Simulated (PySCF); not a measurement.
C$_{5}$H$_{8}$O$_{2}$SSi

```
atom    x (Å)    y (Å)    z (Å)
   C  -2.0563  -1.2572   1.7604
   S  -2.7505  -1.1447   0.0855
  Si  -1.9675   0.7643  -0.5287
   O  -2.3851   1.0242  -2.0671
   C  -0.1312   0.6191  -0.2974
   C   1.0406   0.4165  -0.0748
   C   2.4347   0.1965   0.2133
   C   3.3100   0.2608  -1.0118
   O   2.8384  -0.0184   1.3306
   H  -2.4900  -0.4830   2.3855
   H  -2.3201  -2.2357   2.1476
   H  -0.9772  -1.1497   1.7150
   H  -2.5112   1.8708   0.2362
   H  -2.5815   0.3142  -2.6731
   H   2.9933  -0.4987  -1.7248
   H   4.3488   0.0991  -0.7353
   H   3.1977   1.2339  -1.4870
```

Geometry: GFN2-xTB.

These are results of PySCF 2.14.0, PBE0/pcSseg-1, SCF density, gas phase, non-relativistic, not measurements.

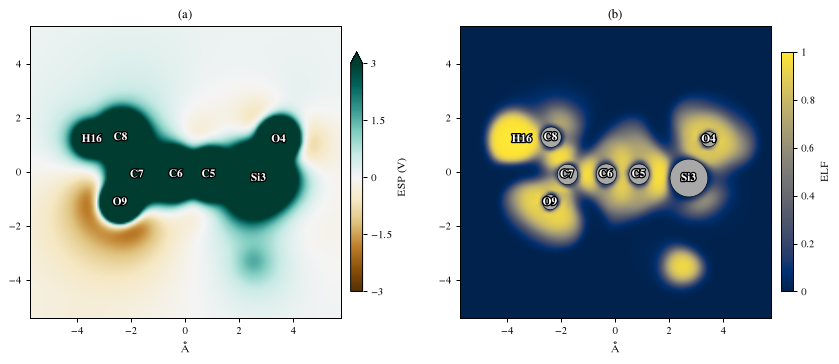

Figure 1. (a) molecular electrostatic potential; (b) ELF on the plane of atoms C6, C7 and C8. Grey discs cover the atomic cores in the ELF map.

Q: Describe what can be read from this map.

A: The section cuts through Si, O, C and H sites. C–O (1.21 Å): the ELF peaks at about 0.85 between the atoms: a multiple bond. C–C (1.21 Å): the ELF peaks at about 0.85 between the atoms: a multiple bond. Si–O (1.62 Å): the ELF peaks at about 0.85 between the atoms; a short, strongly polar bond. C–Si (1.86 Å): the ELF peaks at about 0.95 between the atoms: a covalent bond. The ELF also peaks beside O9 and O4, away from the bonds: lone-pair regions. Outside the dense part of the molecule the potential is most negative (−1.9 V) near O9.

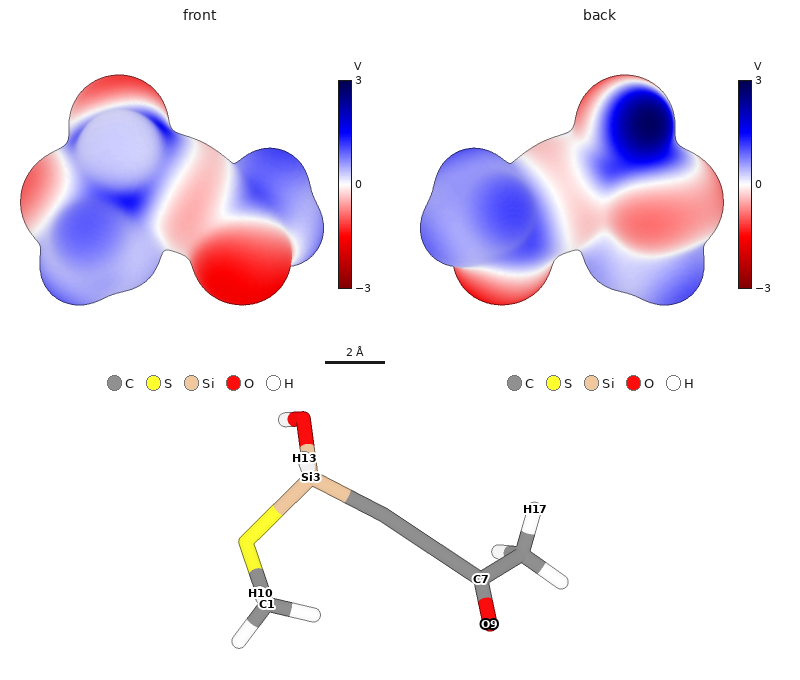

Figure 2. The electrostatic potential painted on the density surface at 0.002 e/bohr³, seen from the front and from behind; the colour scale runs from red (negative) to blue (positive). The bare structure is drawn below in the same view.

Q: Which sites attract a positive test charge, and which a negative one?

A: A positive charge is drawn to the negative regions and a negative charge to the positive ones. The most negative region (about −1.5 V, or −35 kcal/mol for a unit charge) lies over O9, the most positive (about +2.8 V, or +65 kcal/mol for a unit charge) over H14. O9 is the likeliest acceptor of a hydrogen bond.

Q: What dipole moment does the calculation give?

A: Its dipole moment is 1.87 D.
